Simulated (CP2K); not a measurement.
Consider 2-hydroxypyridine at its PBE geometry (Å).

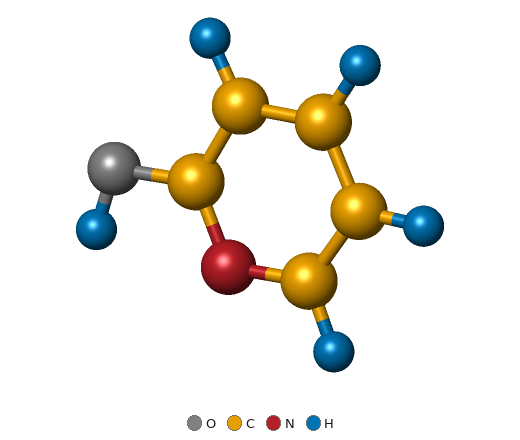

The molecule (oxygen grey, carbon orange, nitrogen red, hydrogen blue).

```xyz
12

O     2.5221    0.1751   -0.2337
C     1.1694    0.0396   -0.0893
C     0.3367    1.1061   -0.4626
C    -1.0343    0.9302   -0.3080
C    -1.5260   -0.2777    0.2065
C    -0.6051   -1.2660    0.5479
N     0.7265   -1.1190    0.4041
H     2.8932   -0.6734    0.0838
H     0.7662    2.0253   -0.8553
H    -1.7197    1.7308   -0.5866
H    -2.5934   -0.4467    0.3382
H    -0.9355   -2.2244    0.9550
```

Method: CP2K XAS_TDP, all-electron GAPW, PBEh(45%), aug-cc-pVDZ, TDA, no relativity.

Question: Where do the N K-edge lines lie, and how strong are they?

Leading lines: N7 395.23 eV. The leading line of an atom is its first one with 35 % of the strongest within 2.5 eV of its lowest line over the strength cut. 

The first six lines of each atom with a strength over 0.0015:

| atom | energy (eV) | states | strength, one atom |
| --- | --- | --- | --- |
| N7 (bonded to 2 C) | 395.23 | 1 | 0.0458 |
|  | 399.02 | 1 | 0.0020 |
|  | 399.59 | 1 | 0.0017 |
|  | 401.48 | 1 | 0.0055 |
|  | 401.71 | 1 | 0.0029 |
|  | 401.97 | 1 | 0.0042 |

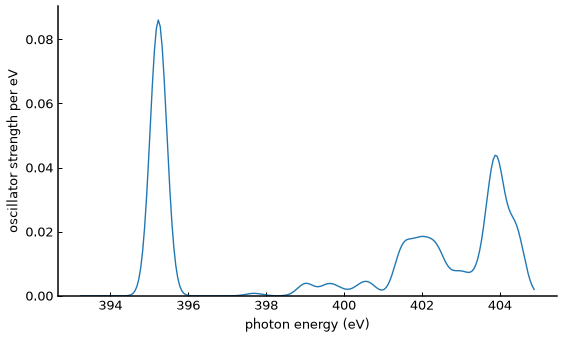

All atoms added, broadened by 0.5 eV.

Lines are vertical, at one geometry, with no vibrational structure. Without a correction of the core level, line positions, and the gaps between valence and Rydberg lines, follow the share of exact exchange. At this level such K lines come out 3 to 6 eV under measured ones. These values hold no scalar relativity, about 0.2 eV for N 1s. Rydberg lines, and the discretised continuum above threshold, depend on the basis and the box.

[Banner, clock and machine lines of the logs are left out without a mark of their own.]

[Logs are printed without paths, hosts, clocks, repeated set-up lines and the standing remarks that a program may print on its own settings, such as how far it seeks lower states.]

[Hosts, paths, dates, database ids (printed as entryN), source tags and the programs' standing remarks are cut or masked in the printed files.]
